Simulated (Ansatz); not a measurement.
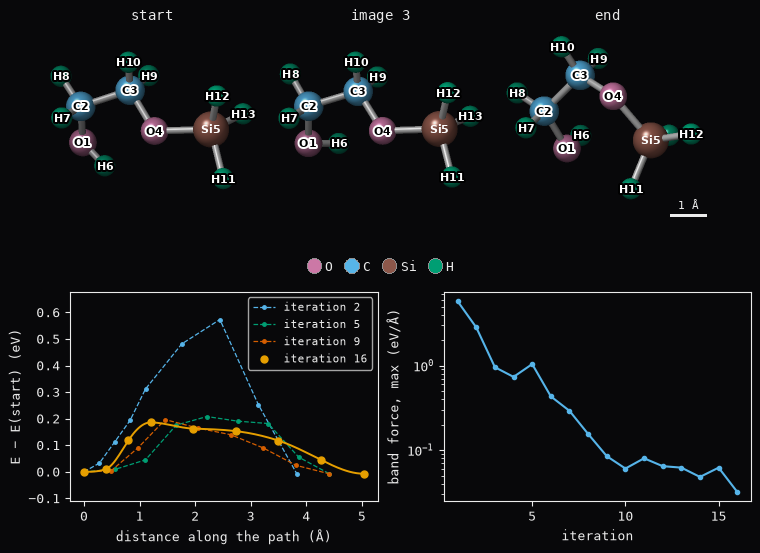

A search for the minimum-energy path of C₂H₈O₂Si by the nudged elastic band. Images are numbered from 0 (start) to 8 (end). The plot follows the band through its iterations. The picture is a ball-and-stick view, seen at a tilt.

All numbers below come from RKS r2SCAN-D4/def2-SVP (Ansatz 0.2.0). Settings: 7 movable images; climbing image; force threshold 0.05 eV/Å; iteration limit 54; starting path through a guess of the saddle point.

Q: How did the profile develop, and is the result final?

A: The result is final at these settings. The band converged in 16 iterations. The largest component of the band force went from 5.8 to 0.032 eV/Å. The climbing image converged on the top of the path. Its vibrational analysis gives one imaginary mode (319i cm⁻¹), as a transition state must have. The first iteration put the highest image at 1.882 eV. The energy climbs by 0.186 eV to image 3 and then falls by 0.193 eV, so the end point sits at −0.007 eV.
